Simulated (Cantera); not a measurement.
Charge: 1 mol Pb, 0.013 mol O2, 36 mol H2, equilibrated at 0.00133 bar.

These are equilibrium values from Cantera (NASA tables, ideal gas, pure condensed phases), not measurements of a reactor. Candidate condensed phases: H2O, Pb, PbO, PbO2, Pb3O4; 12 gas species. The numbers say what is thermodynamically allowed, not how fast it happens.

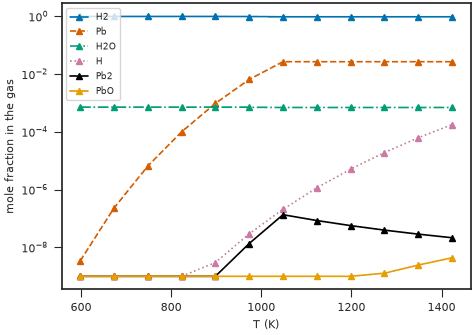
Figure: Equilibrium gas composition (values under 1e-9 drawn at 1e-9)

At 598 K the condensed part is Pb(s). From 673 K to 973 K the condensed part is Pb(l). From 1048 K to 1423 K nothing is condensed.
